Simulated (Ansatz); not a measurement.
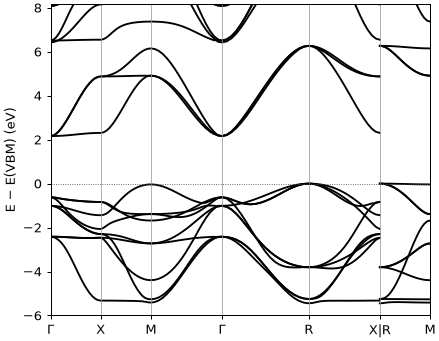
Figure. Band structure from plane-wave PAW PBE (Ansatz code)

Task: Read off the gap and where the band edges lie.

Result: About 2.2 eV (2.16 eV by a search for the band edges); maximum at R, minimum at Γ.

The material is KTaO$_{3}$ (cubic perovskite, space group No. 221).

Space group Pm-3m (cubic perovskite). The cell was relaxed with PBE under the symmetry of its start. At this level the phase is dynamically unstable (imaginary phonons). The run is not spin-polarised. Spin–orbit coupling is left out wherever it is not named.

Potentials: the later of the program's two PAW sets.
